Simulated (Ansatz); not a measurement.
A series of calculations on WH$_{3}$OCl$_{3}$

**1. Relaxation**

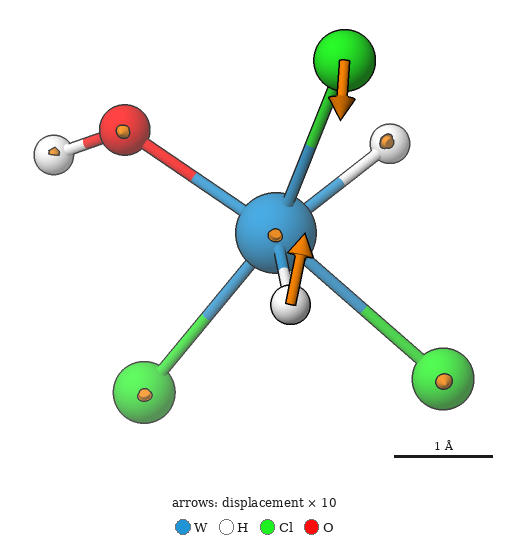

A relaxation of WH$_{3}$OCl$_{3}$. The starting structure is drawn; orange arrows show the displacements, magnified 10 times. The two geometries are superimposed by the best rigid fit.

The picture is a ball-and-stick view, seen at a tilt.

The run prepares an end point of a later path (reaction) calculation, from a guessed geometry.

These are results of Ansatz, RKS PBE/def2-SVP, not measurements.

Input file:
```yaml
crystal:
  periodic: [false, false, false]
  atoms:
    - { symbol: W, position_ang: [0.046555, 0.034883, 0.115677] }
    - { symbol: H, position_ang: [0.299639, -0.414314, 1.751022] }
    - { symbol: Cl, position_ang: [2.358043, 0.454504, 0.499437] }
    - { symbol: O, position_ang: [-0.077714, 1.889927, -0.243618] }
    - { symbol: H, position_ang: [-0.904855, 2.336761, -0.515111] }
    - { symbol: Cl, position_ang: [-2.310139, 0.247238, 0.148867] }
    - { symbol: Cl, position_ang: [-0.412354, -2.226818, -0.020566] }
    - { symbol: H, position_ang: [0.917825, -0.495082, -1.224409] }
basis:
  gaussian: { orbitals: def2-SVP }
hamiltonian:
  xc: pbe
relax:
  f_tol: 0.03
  max_steps: 50
```

Command:
```bash
ansatz run input.yaml --threads 4 --pin off --max-ram 5120MiB --backend cpu --events-out ev --progress --plain --runs-dir out
```

> What happened in the run?

The energy falls by 2.35 kJ/mol in 2 accepted moves (3 points after the start). Largest force component: 0.48 eV/Å at the start, 0.027 eV/Å at the end. The line search rejected the trial step at point 1 of the run. The largest move after the best rigid fit is that of H2, 0.076 Å. By element the largest moves are H 0.076 Å, Cl 0.064 Å, W 0.013 Å, O 0.013 Å. Near-neighbour distances that change, for instance: W1–H2 1.715 → 1.686 Å, W1–Cl3 2.380 → 2.355 Å. Bond angles that change, for instance: H2–W1–Cl3 75.5° → 71.5°, H2–W1–Cl6 99.0° → 101.5°. Cost: 6.6 s on 4 threads of Arm Neoverse V2, on a shared host, peak memory 0.18 GiB.

**2. Relaxation**

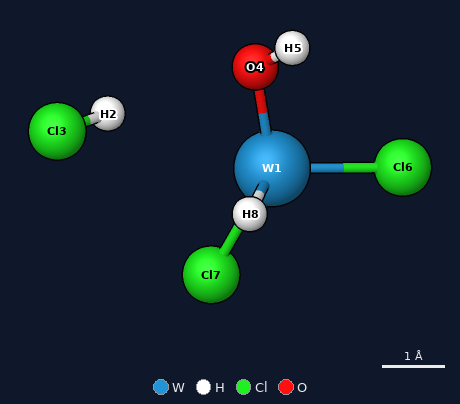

Starting structure of WH$_{3}$OCl$_{3}$. A ball-and-stick model, seen at a tilt.

The run prepares an end point of a later path (reaction) calculation, from a guessed geometry.

The calculation used Ansatz, RKS PBE/def2-SVP.

The input:
```yaml
crystal:
  periodic: [false, false, false]
  atoms:
    - { symbol: W, position_ang: [-0.681438, -0.046503, -0.211818] }
    - { symbol: H, position_ang: [1.409784, -0.003583, 1.821162] }
    - { symbol: Cl, position_ang: [2.606649, 0.082542, 1.218491] }
    - { symbol: O, position_ang: [-0.200531, 1.721875, 0.095275] }
    - { symbol: H, position_ang: [-0.464551, 2.41928, -0.549791] }
    - { symbol: Cl, position_ang: [-2.945181, -0.050816, -0.456771] }
    - { symbol: Cl, position_ang: [-0.126123, -2.216511, 0.163896] }
    - { symbol: H, position_ang: [0.318391, -0.079183, -1.569144] }
basis:
  gaussian: { orbitals: def2-SVP }
hamiltonian:
  xc: pbe
relax:
  f_tol: 0.03
  max_steps: 50
```

Run as
```bash
ansatz run input.yaml --threads 4 --pin off --max-ram 5120MiB --backend cpu --events-out ev --progress --plain --runs-dir out
```

> What does the optimiser find from here?

After 15 accepted moves (17 points after the start) the energy has fallen by 32.9 kcal/mol. Largest force component: 0.77 eV/Å at the start, 0.02 eV/Å at the end. The line search rejected the trial steps at points 5, 14 of the run. H2 moves most after the best rigid fit: 1.06 Å. By element the largest moves are H 1.06 Å, Cl 0.91 Å, W 0.79 Å, O 0.28 Å. Near-neighbour distances that change, for instance: W1–H2 2.917 → 1.684 Å, W1–Cl3 3.588 → 2.356 Å, H2–Cl3 1.343 → 2.427 Å, W1–Cl6 2.277 → 2.369 Å. New bonds form, among them: W1–Cl3 (3.59 → 2.36 Å), W1–H2 (2.92 → 1.68 Å). Bonds break, among them: H2–Cl3 (1.34 → 2.43 Å). Among the angles between lasting bonds that change: O4–W1–Cl6 106.1° → 80.4°, Cl6–W1–Cl7 105.0° → 83.9°, O4–W1–Cl7 145.0° → 164.2°.

The structure at the end:

```xyz
8

W     0.0417    0.0308    0.0884
H     0.4194   -0.3636    1.6814
Cl    2.3390    0.4283    0.4260
O    -0.1081    1.9139   -0.0829
H    -0.9616    2.3609   -0.2594
Cl   -2.3025    0.2152   -0.2022
Cl   -0.3884   -2.2394    0.1257
H     0.8775   -0.5190   -1.2658
```

The end point in the same view:

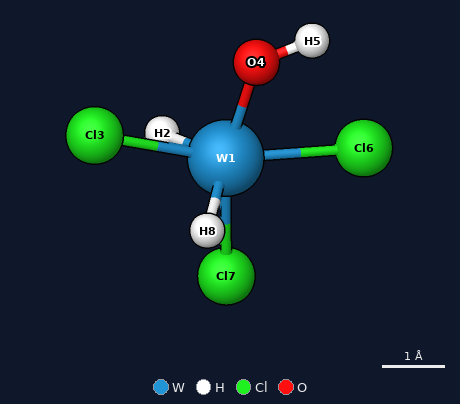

Limits of the set-up: the start holds two separate molecules, 2.9 Å apart at their closest, whose relative position is a soft coordinate and is computed without a dispersion correction.

**3. Path**

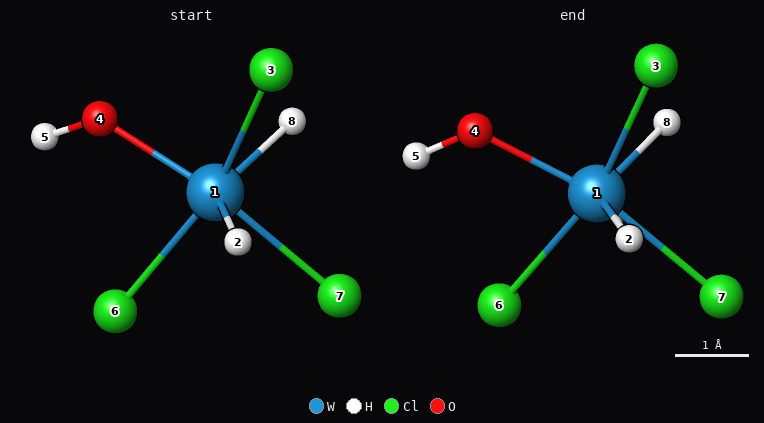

The two relaxed end points of a path for WH₃OCl₃. The picture is a ball-and-stick view, seen at a tilt.

Method: RKS PBE/def2-SVP (Ansatz 0.2.0).

Set-up: 7 movable images; climbing image; force threshold 0.05 eV/Å; iteration limit 60.

Start:
```xyz
8

W     0.0349    0.0321    0.1095
H     0.3581   -0.3875    1.7099
Cl    2.3165    0.4252    0.5389
O    -0.0778    1.8919   -0.2306
H    -0.8983    2.3404   -0.5201
Cl   -2.3203    0.2409    0.1430
Cl   -0.4085   -2.2318   -0.0044
H     0.9125   -0.4841   -1.2349
```

End:
```xyz
8

W     0.0396    0.0309    0.0929
H     0.4176   -0.3307    1.6936
Cl    2.3421    0.4107    0.4150
O    -0.0900    1.9111   -0.1217
H    -0.9391    2.3632   -0.3063
Cl   -2.3032    0.2343   -0.1957
Cl   -0.4153   -2.2330    0.1839
H     0.8654   -0.5594   -1.2504
```

**What barrier does the band find between them, and by what path?**

Forward barrier 5.09 kJ/mol, backward barrier 5.41 kJ/mol, with image 4 at the top; the reaction energy is −0.32 kJ/mol. No bond forms or breaks between the ends. Bond angles that change up to the highest image, for instance: W1–O4–H5 123.6° → 137.0°, H2–W1–Cl6 101.5° → 89.1°. The band converged in 34 iterations, with a climbing image at the top. At the top, the vibrational analysis gives one imaginary mode (138i cm⁻¹), as a transition state must have.

Energies of the converged images:

```tsv
image	path (Å)	E (kJ/mol)
0	0.00	0.00
1	0.32	0.43
2	0.63	1.69
3	0.95	3.74
4	1.27	5.09
5	1.71	2.86
6	2.15	0.62
7	2.59	-0.08
8	3.03	-0.32
```

The geometry at the top of the path:

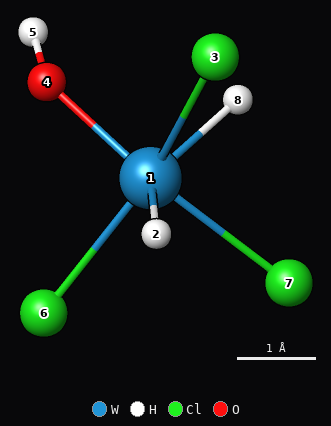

The run took 4.8 min on 4 threads of Arm Neoverse V2, with other jobs on the host, peak memory 0.25 GiB.
